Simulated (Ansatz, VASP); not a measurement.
# Si (Silicon) in two plane-wave programs

Aim: how closely do two programs agree when they are given the same cell, functional and k mesh?

Method: plane waves, with VASP 6.6.1 beside it; relaxation of cell and atoms at r2SCAN, in Ansatz 0.2.0.

### Step 1. The structure

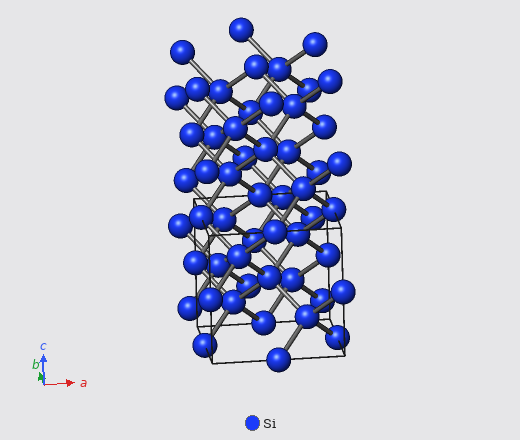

The starting structure, seen slightly off an axis (silicon blue). 1×2×2 cells are drawn. This picture shows the conventional cell, with its axes. Some periodic images of atoms are drawn too.

### Step 2. Ansatz: relaxation of cell and atoms, r2SCAN

Ansatz runs on its default PAW (the set named soft_2) files.

The relaxed volume is the usual yardstick between codes: its relative difference is about their pressure difference at one cell divided by the bulk modulus.

File input.yaml:

```yaml
crystal:
  lattice:
    - [0.0, 2.7154705, 2.7154705]
    - [2.7154705, 0.0, 2.7154705]
    - [2.7154705, 2.7154705, 0.0]
  atoms:
    - { symbol: Si, position: [0.0, 0.0, 0.0] }
    - { symbol: Si, position: [0.25, 0.25, 0.25] }
hamiltonian:
  xc: r2scan
  pseudopotentials: { kind: paw }
kpoints:
  mp_grid: { grid: [7, 7, 7] }
scf:
  occupations: { method: fermi_dirac, width: 0.05 }
relax:
  f_tol: 0.01
  max_steps: 60
  cell: { stress_tol: 0.05 }
output:
  forces: true
  stress: true
  write_density: true
  write_potential: true
  elf: true
  volumetric_format: npy
```

Started as:

```console
$ ansatz run input.yaml --threads 4 --pin off --max-ram 9216MiB --backend cpu --events-out ev --progress --plain --runs-dir out
```

Numbers of over 12 decimals in the logs are rounded to 6 here.

Log:

```text
Engine: ansatz 0.2.0, aarch64-unknown-linux-gnu
Pseudopotentials: kind: paw
Pseudopotential: Si, paw, valence charge 4, recommended cutoff 500 eV (meta_gga), Si.paw.azcp
Functional definition: r2SCAN
  parameter k0 = 0.174
  parameter k1 = 0.065
  parameter a1 = 4.9479
  exchange = r2scan_x(k0 = k0, k1 = k1, a1 = a1)
  correlation = r2scan_c
Crystal: 2 atoms, lattice volume = 40.047 Å³
Basis set: ecut = 500 eV, 965 PW (Γ), exchange–correlation on 120×120×120 points (64 copies of the dense FFT grid, shifted against one another)
Bands: 8, of which v1, the nominal top of the filled ones, is band 4 counted from 1 (3 counted from 0)
Symmetry: 48 space group operations
Space group: Fd-3m (ITA 227), of the structure as read, at distance tolerance 3.4e-5 Å
k-points: 20 of 343
Non-local potential: Si, projectors of the file, l = 0: 2, l = 1: 2, l = 2: 2
PAW form: soft (Blöchl's): semilocal exchange-correlation on the pseudo side does not see the compensation charge
PAW frozen core: Si, regenerated for the run's functional (the file was generated under x = pbe(κ = 0.804, μ = 0.219515), c = pbe(β = 0.066725))
PAW one-centre angular grid: Si, 302 points (default); XC on 160 Gauss nodes
Initial density: superposition of atomic densities (neutral atoms: chi_scale 0, normalization atom), corrected by the library's trained network
Initial wavefunctions: pseudopotential atomic-orbital guess
Functional: x = r2scan, c = r2scan; τ floored in thin density (d = 2e-4 eV/Å³)
SCF iter   1: F=—  HF=-1278.108622 eV  |F-HF|=—  |Δ(HF+E_count)|=         —  Δρ=3.19e-3  dr2=2.94e-3  dr2_τ=1.26e-2  ethr=1.77e-3  ⟨swp⟩=5.8  Hψ=1461  notcnv=0
preconditioner: auto → none  [insulator: Δε(μ)=0.727 eV  Ē_g=10.088 eV  σ=0.050 eV  W_gap=1.00  n_scr=8 (ndim 8)  ℏωp=16.6 eV  f_vac=0.000  D(μ)=0.00/eV (n_scr^D=0)  ε∞_Penn≈3.7]
SCF iter   2: F=—  HF=-1278.124413 eV  |F-HF|=—  |Δ(HF+E_count)|=   1.58e-2  Δρ=1.89e-3  dr2=9.44e-4  dr2_τ=5.01e-6  ethr=3.67e-5  ⟨swp⟩=2.0  Hψ=479  notcnv=0
SCF iter   3: F=—  HF=-1278.124384 eV  |F-HF|=—  |Δ(HF+E_count)|=   2.88e-5  Δρ=2.80e-4  dr2=1.93e-5  dr2_τ=6.53e-7  ethr=1.18e-5  ⟨swp⟩=1.4  Hψ=181  notcnv=0
SCF iter   4: F=—  HF=-1278.124396 eV  |F-HF|=—  |Δ(HF+E_count)|=   1.14e-5  Δρ=5.25e-5  dr2=4.41e-7  dr2_τ=6.05e-9  ethr=2.41e-7  ⟨swp⟩=2.1  Hψ=237  notcnv=0
iter 5 did not close the SCF: its close was put off for the readings that it lacked (scf_convergence_deferred on its scf_iter line)
SCF iter   5: F=-1278.124396 eV  HF=-1278.124396 eV  |F-HF|=2.23e-8  |Δ(HF+E_count)|=   7.65e-7  Δρ=1.22e-5  dr2=3.05e-8  dr2_τ=2.73e-10  ethr=5.52e-9  ⟨swp⟩=2.1  Hψ=238  notcnv=0
SCF iter   6: F=-1278.124396 eV  HF=-1278.124396 eV  |F-HF|=2.17e-10  |Δ(HF+E_count)|=   2.51e-8  Δρ=1.30e-6  dr2=3.46e-10  dr2_τ=1.28e-12  ethr=3.82e-10  ⟨swp⟩=5.8  Hψ=840  notcnv=0
SCF 1 converged in 6 iterations: F = -1278.124396 eV  dr2 = 3.46e-10
  greatest PAW one-centre occupation: 0.643 electrons in one spin orbital (limit 2), on the Si atom at site 1 (counted from 0), in its partial waves of l = 0
relax step   1: F+E_penalty+E_count = -1278.12439647 eV  Δ(F+E_penalty+E_count) = +0.000e0 eV  max|allowed force component| = 1.850e-17 eV/Å  Δτ_max = 0.0000 Å  P = +0.746 GPa  Ω = 40.047 Å³  (6 SCF iters, dr2 threshold 1.00e-7 eV, accepted)
[...]
relax step   2: F+E_penalty+E_count = -1278.12505941 eV  Δ(F+E_penalty+E_count) = -6.629e-4 eV  max|allowed force component| = 4.163e-17 eV/Å  Δτ_max = 0.0000 Å  P = +0.150 GPa  Ω = 40.289 Å³  energy of the carried Pulay correction = -1.201e-5 eV  (4 SCF iters, dr2 threshold 2.00e-7 eV, accepted)
[...]
relax step   3: F+E_penalty+E_count = -1278.12508552 eV  Δ(F+E_penalty+E_count) = -2.611e-5 eV  max|allowed force component| = 8.211e-17 eV/Å  Δτ_max = 0.0000 Å  P = +0.002 GPa  Ω = 40.350 Å³  energy of the carried Pulay correction = -1.504e-5 eV  (3 SCF iters, dr2 threshold 5.64e-8 eV, accepted)
[...]
relax step   4: F+E_penalty+E_count = -1278.12510209 eV  Δ(F+E_penalty+E_count) = -1.656e-5 eV  max|allowed force component| = 1.064e-16 eV/Å  Δτ_max = 0.0000 Å  P = +0.001 GPa  Ω = 40.350 Å³  stress off target by 1.35e-3 GPa  SCF on the basis re-selected at this cell (its energy is not comparable with the rows above)  (3 SCF iters)
basis re-selected at this cell: Δ(F+E_penalty+E_count) = -1.656e-5 eV, ΔP = -0.000 GPa vs the last step (what re-selecting the basis moved, of the pressure what is left beyond the Pulay correction that the steps carried, after the strain that the cell walked since its last selection, with what the two solves' SCF thresholds leave and, on support functions, any second-order correction that the steps lacked; it is no m [...]
SCF converged after 3 iterations
Free energy (F): -1278.125102 eV
Harris-Foulkes:  -1278.125102 eV  (|F-HF|=3.96e-11)
Internal energy: -1278.125092 eV  (E = F + TS)
E sigma→0 (E₀):  -1278.125097 eV
Entropy (-TS):   -0.000010 eV (-0.005 meV/atom)
Fermi energy:    6.445010 eV
--- Per-component energies (eV) ---
  E_band       = 6.431138
  E_kinetic    = 80.834750
  E_local      = -53.826662  (includes V_loc(G=0)·N_el)
  E_nonlocal   = 49.985047
  E_hartree    = 15.011676
  E_xc         = -103.009667
  E_vxc        = -99.483420  (∫ρ·V_xc dr)
  E_paw        = -1039.020021  (= ΣΔE_a)
  E_vpaw       = -4.993010  (= ΣTr[D̂ρ^β])
  E_aug_tail   = 0.000009  (compensation charges beyond the density's cutoff)
  E_vtau       = 3.891062  (kinetic-family band-sum trace: ∫τ·v_τ [+ j·A + Jᵃ·Aᵃ] dr)
  E_ewald      = -227.947359
  E_core_change = -0.152866  (= ΣΔE_core)
  E_smearing   = -0.000010  (= −TS)
  E_closure    = 0.000000  (closes the sum)
  Σ components = -1278.125102   (vs F -1278.125102, Δ=0.00e0)
--- Forces (eV/Å), atoms counted from 1 ---
  atom   1  Si    -0.00000000    -0.00000000    -0.00000000
  atom   2  Si     0.00000000    -0.00000000     0.00000000
  max |Σ_I F_I| component: 6.25e-17 eV/Å
--- Stress (GPa, compression-positive) ---
        0.001352      -0.000000       0.000000
       -0.000000       0.001352      -0.000000
        0.000000      -0.000000       0.001352
  P = ⅓ Tr σ = 0.0014 GPa (0.014 kbar)
--- Band table (eV; the first three rows and the last of 20) ---
  k-point 0: bands = ["-6.4050", "6.0765", "6.0765", "6.0765", "8.8151", "8.8151", "8.8151", "9.9614"]
  k-point 1: bands = ["-6.1266", "4.0936", "5.7002", "5.7002", "8.7919", "9.3653", "9.3653", "11.6001"]
  k-point 2: bands = ["-5.3248", "1.3596", "5.1540", "5.1540", "8.2836", "9.8473", "9.8473", "13.9559"]
  k-point 19: bands = ["-2.4922", "-1.3618", "1.6757", "2.8522", "9.0809", "11.2608", "12.1370", "12.2797"]
--- Relaxed structure (3 steps of the walk, 3 accepted, 1 SCFs on fresh bases) ---
  F+E_penalty+E_count = -1278.12510209 eV   max|allowed force component| = 1.064e-16 eV/Å   (the final SCF, on the basis selected at the relaxed cell)
  cell:  # Å, volume = 40.3500 Å³
    - [0, 2.722312, 2.722312]
    - [2.722312, 0, 2.722312]
    - [2.722312, 2.722312, 0]
  atoms:
    - { symbol: Si, position: [0, 0, 0] }
    - { symbol: Si, position: [0.25, 0.25, 0.25] }
```

It took 1.6 s on 4 threads of Arm Neoverse V2, shared host; peak memory 0.4 GiB.

### Step 3. VASP: relaxation of cell and atoms, r2SCAN

The same cell, functional, mesh and smearing now go to VASP, with its own data sets and cutoff.

Lines of VASP's logs that name or quote its potential files are left out, and so is its time.

File INCAR:

```
SYSTEM = Si
PREC = Accurate
ENCUT = 520
EDIFF = 1E-06
NELM = 100
ISMEAR = -1
SIGMA = 0.05
LREAL = .FALSE.
ALGO = Normal
METAGGA = R2SCAN
LASPH = .TRUE.
NBANDS = 10
LORBIT = 11
LWAVE = .FALSE.
LCHARG = .FALSE.
KPAR = 2
IBRION = 2
NSW = 60
ISIF = 3
EDIFFG = -0.01
```

File POSCAR:

```
Si
1.0
    0.0000000000      2.7154705000      2.7154705000
    2.7154705000      0.0000000000      2.7154705000
    2.7154705000      2.7154705000      0.0000000000
Si
2
Direct
    0.0000000000      0.0000000000      0.0000000000
    0.2500000000      0.2500000000      0.2500000000
```

File KPOINTS:

```
Automatic mesh
0
Gamma
7 7 7
0 0 0
```

The projector-augmented-wave data sets are Si (PBE family, release 64).

Started as:

```console
$ mpirun -np 2 vasp_std
```

Log:

```text
[banner, memory and clock lines left out]
running    2 mpi-ranks, on    1 nodes
 distrk:  each k-point on    1 cores,    2 groups
 distr:  one band on    1 cores,    1 groups

 POSCAR found type information on POSCAR Si
 POSCAR found :  1 types and       2 ions
|                                                                             |
|               ----> ADVICE to this user running VASP <----                  |
|                                                                             |
|     You enforced a specific xc type in the INCAR file but a different       |
|     [... a line on the potential file left out ...]
|     I HOPE YOU KNOW WHAT YOU ARE DOING!                                     |
|                                                                             |

 LDA part: xc-table for (None), standard interpolation
 POSCAR, INCAR and KPOINTS ok, starting setup
 FFT: planning ... GRIDC
 FFT: planning ... GRID_SOFT
 FFT: planning ... GRID
 WAVECAR not read
 entering main loop
       N       E                     dE             d eps       ncg     rms          rms(c)
DAV:   1    -0.138610157196E+01   -0.13861E+01   -0.34188E+03   400   0.651E+02
DAV:   2    -0.182501214856E+02   -0.16864E+02   -0.16449E+02   520   0.888E+01
DAV:   3    -0.187053572383E+02   -0.45524E+00   -0.45373E+00   522   0.126E+01
DAV:   4    -0.187088329770E+02   -0.34757E-02   -0.34742E-02   488   0.133E+00
DAV:   5    -0.187088598926E+02   -0.26916E-04   -0.26914E-04   464   0.111E-01    0.604E+00
DAV:   6    -0.175455347103E+02    0.11633E+01   -0.13836E-01   454   0.236E+00    0.416E+00
DAV:   7    -0.175427692913E+02    0.27654E-02   -0.15421E-01   432   0.206E+00    0.321E-01
DAV:   8    -0.175418053503E+02    0.96394E-03   -0.54518E-03   460   0.442E-01    0.396E-01
DAV:   9    -0.175419318053E+02   -0.12646E-03   -0.32179E-04   460   0.155E-01    0.484E-02
DAV:  10    -0.175419468564E+02   -0.15051E-04   -0.63374E-06   486   0.209E-02    0.101E-02
DAV:  11    -0.175419504225E+02   -0.35662E-05   -0.13790E-06   400   0.858E-03    0.262E-03
DAV:  12    -0.175419504356E+02   -0.13081E-07   -0.55699E-08   222   0.164E-03
   1 F= -.17541950E+02 E0= -.17541946E+02  d E =-.175420E+02
 curvature:   0.00 expect dE= 0.000E+00 dE for cont linesearch  0.000E+00
 trial: gam= 0.00000 g(F)=  0.265E-44 g(S)=  0.116E-02 ort = 0.000E+00 (trialstep = 0.100E+01)
 search vector abs. value=  0.116E-02
 bond charge predicted
       N       E                     dE             d eps       ncg     rms          rms(c)
DAV:   1    -0.175422444765E+02   -0.29405E-03   -0.16377E-02   434   0.613E-01    0.135E-01
DAV:   2    -0.175421683741E+02    0.76102E-04   -0.48625E-04   452   0.132E-01    0.898E-02
DAV:   3    -0.175420703108E+02    0.98063E-04   -0.20398E-04   414   0.707E-02    0.286E-02
DAV:   4    -0.175420698154E+02    0.49544E-06   -0.45309E-06   504   0.158E-02
   2 F= -.17542070E+02 E0= -.17542066E+02  d E =-.119380E-03
 trial-energy change:   -0.000119  1 .order   -0.000137   -0.001159    0.000885
 step:   0.5543(harm=  0.5670)  dis= 0.00000  next Energy=   -17.542269 (dE=-0.318E-03)
 bond charge predicted
       N       E                     dE             d eps       ncg     rms          rms(c)
DAV:   1    -0.175422974185E+02   -0.22711E-03   -0.33078E-03   436   0.276E-01    0.570E-02
DAV:   2    -0.175422830205E+02    0.14398E-04   -0.95664E-05   452   0.595E-02    0.387E-02
DAV:   3    -0.175422650895E+02    0.17931E-04   -0.40723E-05   416   0.316E-02    0.128E-02
DAV:   4    -0.175422659050E+02   -0.81545E-06   -0.85813E-07   340   0.707E-03
   3 F= -.17542266E+02 E0= -.17542262E+02  d E =-.315469E-03
 curvature:  -0.28 expect dE=-0.419E-08 dE for cont linesearch -0.419E-08
 trial: gam=-0.00356 g(F)=  0.472E-45 g(S)=  0.148E-07 ort = 0.414E-05 (trialstep = 0.911E+00)
 search vector abs. value=  0.100E-09
 reached required accuracy - stopping structural energy minimisation
```

From OUTCAR (step 3):

```text
ion  position               nearest neighbor table
   1  0.000  0.000  0.000-   2 2.35   2 2.35   2 2.35   2 2.35
   2  0.250  0.250  0.250-   1 2.35   1 2.35   1 2.35   1 2.35

  LATTYP: Found a face centered cubic cell.
 ALAT       =     5.4309410000

 Subroutine GETGRP returns: Found 48 space group operations
 (whereof 24 operations were pure point group operations)

The static configuration has the point symmetry T_d .
 The point group associated with its full space group is O_h .

 Found     20 irreducible k-points:

   k-points           NKPTS =     20   k-points in BZ     NKDIM =     20   number of bands    NBANDS=     10

   dimension x,y,z NGX =    30 NGY =   30 NGZ =   30
   dimension x,y,z NGXF=    60 NGYF=   60 NGZF=   60

   ENCUT  =  520.0 eV  38.22 Ry    6.18 a.u.   7.14  7.14  7.14*2*pi/ulx,y,z

   NELECT =       8.0000    total number of electrons

 k-points in reciprocal lattice and weights: Automatic mesh
   0.00000000  0.00000000  0.00000000       0.003
   0.14285714  0.00000000  0.00000000       0.023
   0.28571429  0.00000000  0.00000000       0.023
   0.42857143  0.00000000  0.00000000       0.023
   0.14285714  0.14285714  0.00000000       0.017
   0.28571429  0.14285714  0.00000000       0.070
   0.42857143  0.14285714  0.00000000       0.070
  -0.42857143  0.14285714  0.00000000       0.070
  -0.28571429  0.14285714  0.00000000       0.070
[...]
-0.42857143  0.42857143  0.14285714       0.070
  -0.28571429  0.42857143  0.14285714       0.070

 average (electrostatic) potential at core
       1 -86.2284       2 -86.2284

 E-fermi :   6.0615

 k-point     1 :       0.0000    0.0000    0.0000
  band No.  band energies     occupation
      1      -6.8017      2.00000
      2       5.6878      1.99887
      3       5.6878      1.99887
      4       5.6878      1.99887
      5       8.4430      0.00000
      6       8.4430      0.00000
      7       8.4430      0.00000
      8       9.6131      0.00000
      9      13.8104      0.00000
    ...

 k-point     2 :       0.1429    0.0000    0.0000
  band No.  band energies     occupation
      1      -6.5228      2.00000
      2       3.7079      2.00000
      3       5.3120      2.00000
      4       5.3120      2.00000
      5       8.4241      0.00000
      6       8.9934      0.00000
      7       8.9934      0.00000
      8      11.2427      0.00000
      9      13.2575      0.00000
    ...

 k-point     3 :       0.2857    0.0000    0.0000
  band No.  band energies     occupation
      1      -5.7193      2.00000
      2       0.9715      2.00000
      3       4.7657      2.00000
      4       4.7657      2.00000
      5       7.9171      0.00000
      6       9.4756      0.00000
      7       9.4756      0.00000
      8      13.5909      0.00000
      9      13.5909      0.00000
    ...

  Total        0.0004519      0.0004519      0.0004519      0.0000000      0.0000000     -0.0000000
  in kB        0.0179881      0.0179881      0.0179881      0.0000000      0.0000000     -0.0000000
  external PRESSURE =       0.0179881 kB  Pullay stress =       0.0000000 kB

  energy-cutoff  :      520.00
  volume of cell :       40.25
      direct lattice vectors                 reciprocal lattice vectors
    -0.000000000  2.720064382  2.720064382    -0.183819178  0.183819178  0.183819178
     2.720064382  0.000000000  2.720064382     0.183819178 -0.183819178  0.183819178
     2.720064382  2.720064382  0.000000000     0.183819178  0.183819178 -0.183819178

 POSITION                                       TOTAL-FORCE (eV/Angst)
 -----------------------------------------------------------------------------------
      0.00000      0.00000      0.00000        -0.000000     -0.000000     -0.000000
      1.36003      1.36003      1.36003         0.000000      0.000000      0.000000
 -----------------------------------------------------------------------------------
    total drift:                               -0.000000     -0.000000     -0.000000

  FREE ENERGIE OF THE ION-ELECTRON SYSTEM (eV)
  ---------------------------------------------------
  free  energy   TOTEN  =       -17.5422659050 eV

  energy  without entropy=      -17.5422570952  energy(sigma->0) =      -17.54226150

 reached required accuracy - stopping structural energy minimisation

 total charge
# of ion       s       p       d       tot
------------------------------------------
    1        0.744   0.963   0.000   1.707
    2        0.744   0.963   0.000   1.707
--------------------------------------------------
tot          1.488   1.925   0.000   3.414

[... 3 further parts left out ...]
```

CONTCAR:

```
Si
   1.00000000000000
    -0.0000000000000000    2.7200643816776884    2.7200643816776884
     2.7200643816776884    0.0000000000000000    2.7200643816776884
     2.7200643816776884    2.7200643816776884    0.0000000000000000
  Si
     2
Direct
     0.0000000000000000    0.0000000000000000    0.0000000000000000
     0.2500000000000000    0.2500000000000000    0.2500000000000000
```

### Step 4. Comparison

Known differences besides the PAW data sets themselves: VASP keeps PBE cores, Ansatz makes them for the functional; both relaxations stop at a tolerance, which leaves soft axes loose, and VASP keeps its plane-wave basis; the cutoff is 500 eV in Ansatz and 520 eV in VASP; Ansatz adds a Pulay correction to the stress that steers its cell, VASP none. Total energies have different zeros and are not compared.

Both answers:

| quantity | Ansatz | VASP | difference |
| --- | --- | --- | --- |
| volume (Å³) | 40.35 | 40.25 | +0.25 % |
| edge a after relaxation, in the typed setting (Å) | 3.850 | 3.847 | +0.08 % |

The walks stopped with 0.00 GPa left in Ansatz and 0.00 GPa in VASP; each walk ends within a tolerance, so the volume difference is uncertain by about these residues over the bulk modulus, most in soft cells.

### Step 5. Summary of results

- difference in volume (relaxation of cell and atoms, r2SCAN): 0.25 %

**Reading.** The difference in volume is 0.25 % (relaxation of cell and atoms, r2SCAN), within the 1.2 % picked in this series as the mark of a large difference, as far as the stopping tolerances let one tell. Differences of this kind measure data sets and numerical settings, not the functional's error against experiment.

[Lines on the potential files, build, host, timing and source positions are cut from VASP's logs without a mark.]

[Logs are printed without paths, hosts, clocks, repeated set-up lines and the standing remarks that a program may print on its own settings, such as how far it seeks lower states.]

[Hosts, paths, dates, database ids (printed as entryN), source tags and the programs' standing remarks are cut or masked in the printed files.]
